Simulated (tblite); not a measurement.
# C5H14BNSi: the cost of one run

The runs use tblite 0.8.0 and PySCF 2.14.0, with density-fitted response routines of our own; the level of theory stands in each step. All values are computed, except where a source is named. Atoms are numbered from 0 throughout.

## 1. Starting geometry

22 atoms, charge 0, multiplicity 1; geometry from: force field or distance geometry start.

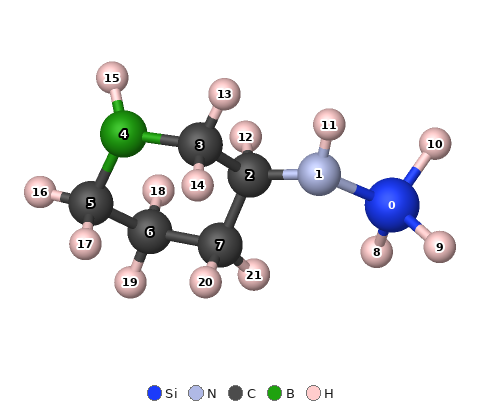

As it starts; silicon blue, nitrogen light blue, carbon dark grey, boron green, hydrogen pink, atoms numbered.

## 2. Relaxing the molecule with GFN2-xTB

The job: settings as JSON, then the geometry in Å.

```
{"job": {"kind": "relax", "xc": "GFN2-xTB", "basis": "xTB"}, "charge": 0, "multiplicity": 1}
Si     2.992800    -0.649500    -0.402200
N      1.818400     0.365100     0.379900
C      0.474500     0.303800    -0.019300
C     -0.253900     1.309900     0.861600
B     -1.726700     1.434000     0.307400
C     -2.519700     0.062200     0.169600
C     -1.594500    -0.865700    -0.580900
C     -0.226200    -0.985800     0.098700
H      2.497100    -1.814800    -1.114600
H      3.921100    -1.165500     0.628200
H      3.809900     0.154200    -1.315600
H      2.130300     1.348000     0.430200
H      0.344800     0.682100    -1.053200
H      0.310100     2.255400     0.821000
H     -0.253200     0.905800     1.915200
H     -1.920600     2.255700    -0.517800
H     -3.496300     0.198300    -0.283100
H     -2.570200    -0.335100     1.225900
H     -1.480400    -0.452400    -1.611700
H     -2.082900    -1.858000    -0.640300
H     -0.438400    -1.301600     1.154400
H      0.253700    -1.826500    -0.454400
```

Launch:

```bash
> OMP_NUM_THREADS=1 python probes_run.py task.json out
```

The driver reads the jobs from task.json and runs them one after another.

Q: Estimate the wall time and peak memory of this first job on 1 thread of Arm Neoverse V1, shared host.

About 1.1 s, with a peak of 0.18 GiB.
